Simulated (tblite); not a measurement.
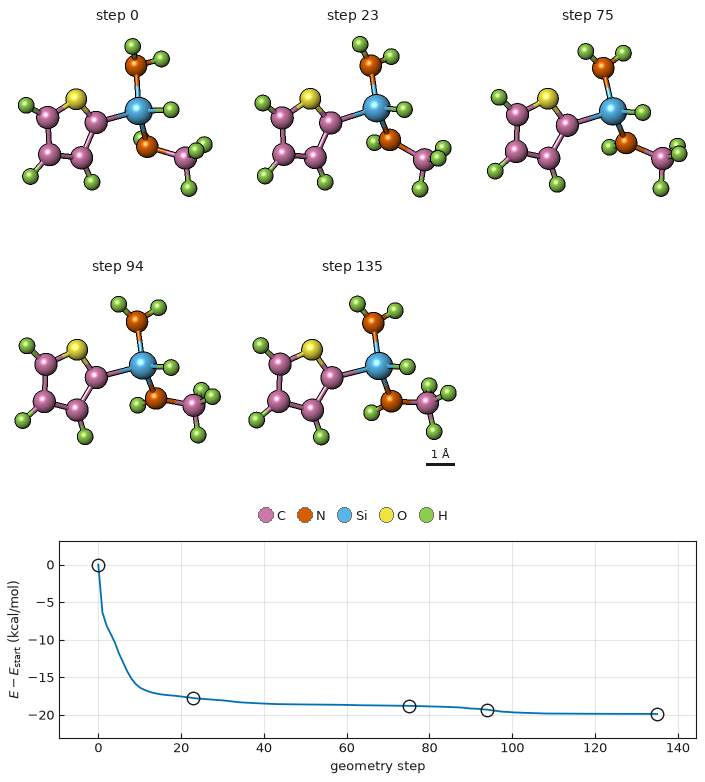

Frames of a relaxation of C$_{5}$H$_{10}$N$_{2}$OSi, marked on the history of the run. The picture is a ball-and-stick view, seen at a tilt.

Computed with GFN2-xTB geometry optimisation, gas phase (tblite). 

### Describe the path.

The largest move after the best rigid fit is that of an H atom, 1.19 Å. By element the largest moves are H 1.19 Å, N 0.53 Å, C 0.51 Å, Si 0.37 Å, O 0.13 Å. Some distances before and after: H–N 1.075 → 1.008 Å, N–Si 1.795 → 1.730 Å, N–Si 1.767 → 1.717 Å, C–O 1.307 → 1.354 Å. Among the angles between lasting bonds that change: C–N–Si 107.7° → 122.9°, Si–C–C 122.6° → 133.6°, Si–N–H 107.5° → 118.5°. Groups turn about C–N by about 25°. The energy falls by 19.9 kcal/mol in 135 geometry steps. From step 0 to 23: N and H atoms move most (0.39 Å), energy −17.8 kcal/mol. From step 23 to 75: an H atom moves most (0.43 Å), energy −1.04 kcal/mol. From step 75 to 94: an H atom moves most (0.39 Å), energy −0.51 kcal/mol. From step 94 to 135: an H atom moves most (0.42 Å), energy −0.57 kcal/mol.

| step | E − E(0), kcal/mol |
| --- | --- |
| 0 | 0.00 |
| 1 | -6.35 |
| 2 | -8.12 |
| 3 | -9.21 |
| 4 | -10.36 |
| 5 | -11.83 |
| 6 | -13.02 |
| 7 | -14.21 |
| 8 | -15.16 |
| 9 | -15.87 |
| 10 | -16.35 |
| 17 | -17.38 |
| 23 | -17.76 |
| 30 | -18.07 |
| 36 | -18.38 |
| 43 | -18.57 |
| 49 | -18.61 |
| 56 | -18.63 |
| 63 | -18.72 |
| 69 | -18.75 |
| 76 | -18.81 |
| 82 | -18.90 |
| 89 | -19.10 |
| 96 | -19.45 |
| 102 | -19.71 |
| 109 | -19.82 |
| 115 | -19.85 |
| 122 | -19.86 |
| 128 | -19.87 |
| 135 | -19.88 |
